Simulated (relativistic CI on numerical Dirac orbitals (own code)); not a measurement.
# Relativistic CI calculation, with input and output: Er³⁺

- system: Er³⁺.
- method: Dirac-Coulomb-Breit CI, KLI orbitals optimised for each configuration, model QED (radiative potential, 1s self-energy scaled to tabulated hydrogen-like ionisation energies), valence Slater integrals scaled by 0.75, one configuration in a parametric crystal field (relativistic CI on numerical Dirac orbitals, in-house)

Input:
```
atom Er  Z=68  charge=3  electrons=65
nucleus A=166  rms_radius_fm=5.2516
hamiltonian dirac-coulomb  breit=on  qed=on  c_scale=1
orbitals kli  potential=per-configuration
slater_scale 0.75
correlation none
mixing on
configurations
  [Xe] 4f11
end
crystal_field Oh B40=1970 B60=330
```

Hardware: 1 CPU thread, shared host.

The program writes its results to a structured record and prints no log; tables and figures of this report are taken from that record.

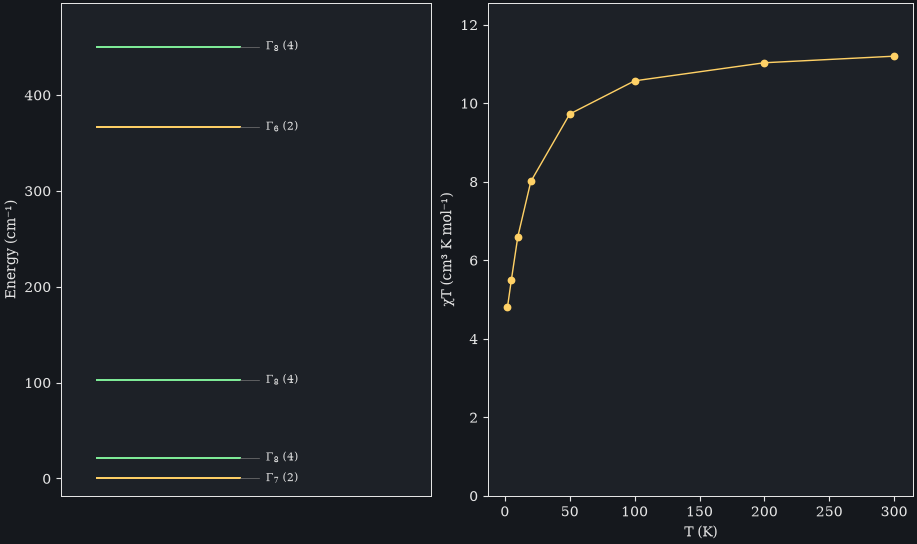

*Er³⁺ (4f¹¹) in a field of Oh symmetry with B40 = 1,970, B60 = 330 cm⁻¹ (Wybourne parameters). Labels give the double-group representation and, in brackets, the degeneracy; the lowest 5 of 120 levels are drawn. One open-shell configuration in a parametric field without covalency; powder susceptibility by Van Vleck's formula.*

The ground level is Γ₇, a Kramers doublet, with total spin S = 1.47 and J = 7.50 (from expectation values); its principal g values, for an effective spin of 1/2, are 6.80, 6.80 and 6.80. The next level lies at 22 cm⁻¹ (Γ₈). The field lowers the ground state by 201 cm⁻¹ against the free ion. χT is 4.80 cm³ K mol⁻¹ at 2 K, 9.72 at 50 K and 11.2 at 300 K, an effective moment of 9.46 μB at room temperature.

Key numbers:

```tsv
quantity	value
outcome	converged
levels computed	120
CPU time	0.87 s
```
